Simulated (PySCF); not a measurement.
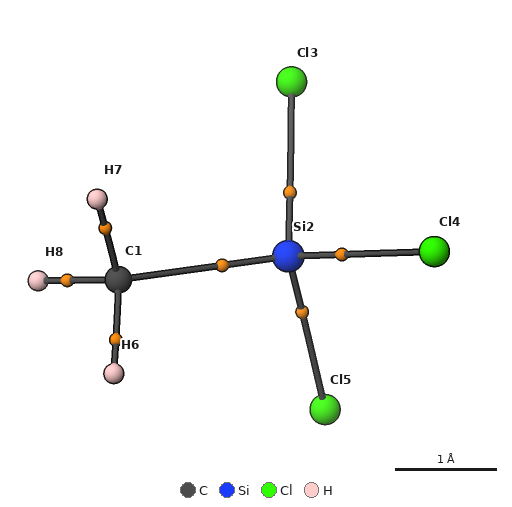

*CH₃Cl₃Si, SMILES `C[Si](Cl)(Cl)Cl`. Molecular graph of the electron density (QTAIM): bond paths, bond critical points (orange), ring points (yellow, if any); weak paths are dashed.*

Method: B3LYP/def2-TZVP; geometry: GFN2-xTB; program: PySCF. No frequency check shows the geometry to be a minimum. GFN2-xTB bond lengths at metals and heavier atoms can be off by up to 0.1 Å and shapes distorted, which carries into these values.

Geometry (Å), atoms numbered from 1:

```
C1      -0.0013    0.0000   -2.1300
Si2      0.0000    0.0002   -0.2305
Cl3      0.5718   -1.8123    0.4621
Cl4      1.2838    1.4011    0.4620
Cl5     -1.8551    0.4110    0.4628
H6      -0.3209    0.9606   -2.5238
H7       0.9913   -0.2029   -2.5241
H8      -0.6724   -0.7576   -2.5237
```

> How many critical points of each kind are there, and does the count close?

8 nuclei, 7 bond, 0 ring and 0 cage critical points: 8 − 7 + 0 − 0 = 1, as the Poincaré–Hopf relation requires.

> What does the calculation give at each kind of bond critical point?

```
             bond  length (Å)  ρ (a.u.)  ∇²ρ (a.u.)     ε  H (a.u.)
  C1–H8 (3 alike)       1.086     0.277       −0.94  0.01    −0.280
           C1–Si2       1.900     0.124       +0.08  0.00    −0.082
Si2–Cl4 (3 alike)       2.022     0.107       +0.24  0.01    −0.059
```

> What kind of interaction is C1–H8?

Shared-shell (covalent): ρ = 0.277, ∇²ρ = −0.94, H = −0.280 a.u.
